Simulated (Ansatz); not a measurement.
In doubt: masses and optical values from hybrid runs of this build are listed as unsure (in some of the runs), which bears on the screening that GW takes from such a start.

Consider Germanium (Fd-3m, 2 atoms a cell).

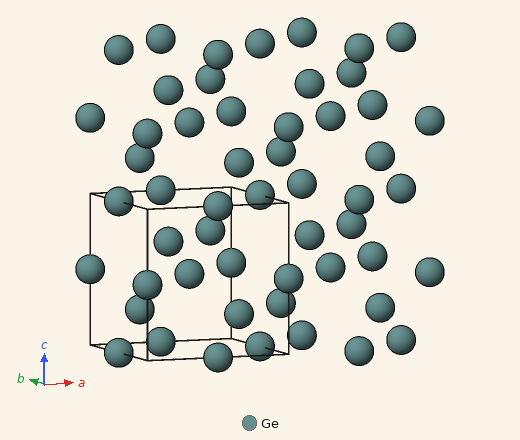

The structure (germanium teal). 2×1×2 conventional cells are drawn. Some periodic images of atoms are drawn too.

The structure is cubic, space group Fd-3m (No. 227). The conventional cell has a = 5.658 Å, b = 5.658 Å, c = 5.658 Å, α = 90.00°, β = 90.00°, γ = 90.00°. Nearest to Ge lie 4 Ge at 2.45 Å.

```xyz
2
Lattice="0.0000 2.8289 2.8289 2.8289 0.0000 2.8289 2.8289 2.8289 0.0000" Properties=species:S:1:pos:R:3 pbc="T T T"
Ge    0.0000    0.0000    0.0000
Ge    1.4145    1.4145    1.4145
```

The cell and positions come from the Crystallography Open Database and are kept as given unless a step says otherwise.

Gaps computed with Ansatz 0.2.0 without a self-energy: HSE06 0.87 eV.

Question: What gap should G0W0 on HSE06 give (8×8×8 mesh, 406 empty bands, screening to 250 eV, hard PAW files)?

About 0.95 eV: on its mesh the run moves the gap from 0.80 eV by +0.16 eV. Bands and cutoff are finite, so the gap is not at the basis limit. The miss can reach some tenths of an eV and take either sign; the mesh is an error of its own. The 8×8×8 mesh is coarse for this cell (its supercell is 32 Å along the shortest edge). The RPA ε∞ on it, from the HSE06 start, is 19.15; such meshes misread the long-range screening, most where the gap is narrow. The many-body steps are scalar-relativistic: spin-orbit coupling is not in them.

[Paths, hosts, dates, memory and timing lines, banners, echoed tables and standing remarks are left out of the program output.]

[Logs are printed without paths, hosts, clocks, repeated set-up lines and the standing remarks that a program may print on its own settings, such as how far it seeks lower states.]

[Runs of the session that timed out or met a known fault of the program may be left out.]

[Cells called generated may have been cut or substituted from an entry of the Crystallography Open Database or the Materials Project.]

[Hosts, paths, dates, database ids (printed as entryN), source tags and the programs' standing remarks are cut or masked in the printed files.]
